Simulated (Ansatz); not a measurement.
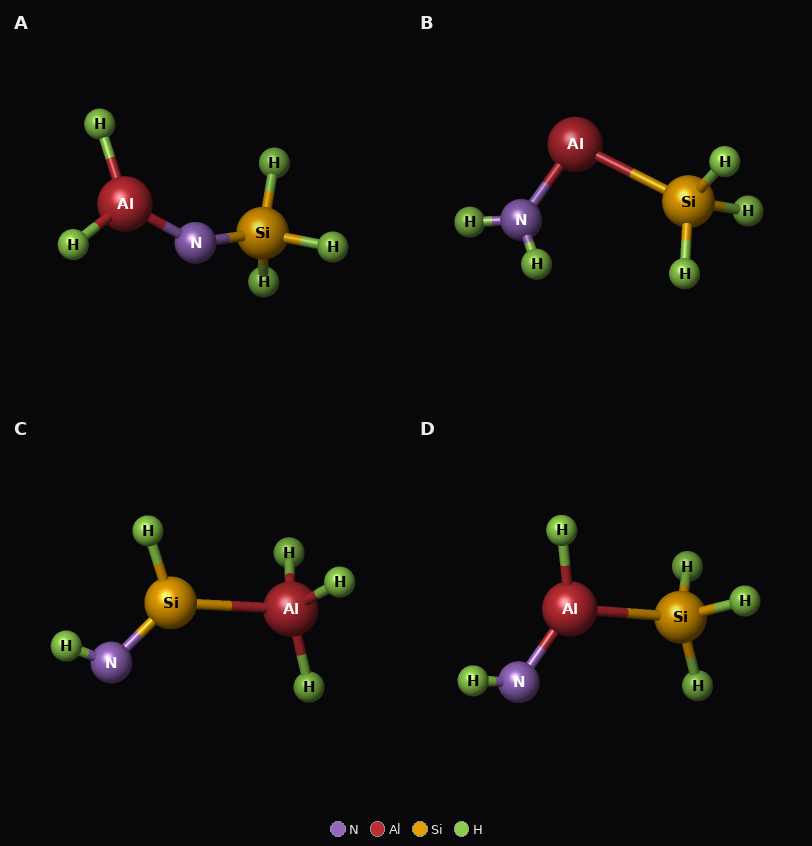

4 stationary structures of one formula. The species has charge −1 and is a spin singlet. Geometries: PBE0-D4/def2-TZVPD. Electronic energies: ωB97M-V/def2-TZVPPD (Ansatz 0.2.0), without zero-point energy. No frequency run is at hand to confirm each as a minimum. Each is one conformer, not always the lowest.

### Which is lowest in energy, and by how much?

A is lowest (Cs); B lies 0.599 eV above it (Cs), C lies 1.068 eV above it (Cs), D lies 1.207 eV above it (Cs).
